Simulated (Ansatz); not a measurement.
Input

```
crystal:
  periodic: [false, false, false]
  atoms:
    - {symbol: Ge, position_ang: [1.523300, -0.301544, -0.292077]}
    - {symbol: Ge, position_ang: [-0.107722, -2.078983, -0.712341]}
    - {symbol: Ge, position_ang: [-1.396829, -0.450812, 0.585117]}
    - {symbol: Ge, position_ang: [-0.102694, 1.505193, -0.085754]}
    - {symbol: H, position_ang: [-0.541190, 2.050847, -1.452276]}
    - {symbol: H, position_ang: [-0.550523, -2.153437, -2.199306]}
    - {symbol: H, position_ang: [1.978761, -0.538123, 1.184418]}
    - {symbol: H, position_ang: [-0.941072, -0.687353, 2.061528]}
    - {symbol: H, position_ang: [0.137970, 2.654212, 0.910690]}
basis:
  gaussian: {orbitals: def2-TZVP, initial_orbitals: start.molden}
magnetization: {spin_polarized: true, initial_magnetization: 1}
hamiltonian: {xc: pbe0, dispersion: d4}
scf: {omitted_lower_state_checks: [starts]}
output: {orbitals: {seedname: orbitals}}
```

Command:

```sh
ansatz run in.yaml --threads 4 --pin off --events-out ev --progress --plain --max-ram 4787MiB
```

Geometry: r2SCAN-D4/def2-SVP.

The calculation used UKS PBE0-D4/def2-TZVP (Ansatz 0.2.0).

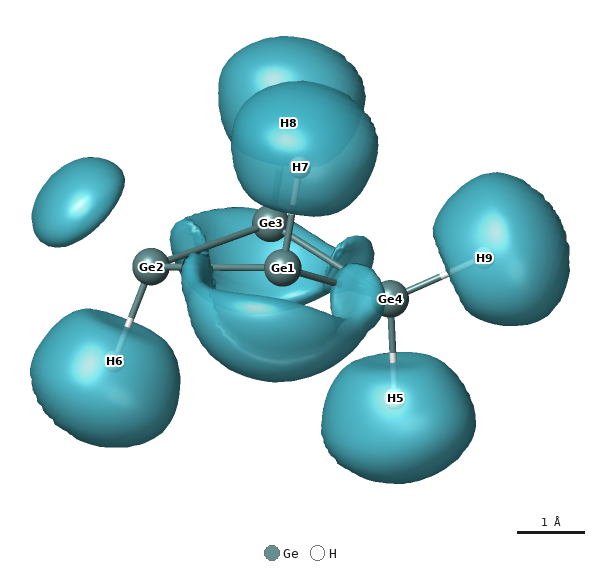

Ge₄H₅ (doublet). Isosurface of the electron localisation function at 0.75 (cyan), seen at a tilt. Core shells and regions of very low density are left out.

Where are the electrons localised?

Answer. At this value the surface marks out five regions around hydrogen nuclei and three lobes on Ge, pointing away from the bonds (non-bonding electrons). Along the contacts the grid gives the following. Ge–Ge (2.44 Å): the ELF peaks at about 0.75 between the atoms; a shared electron pair. Ge–H (1.54 Å): the ELF climbs to about 1 towards the hydrogen.
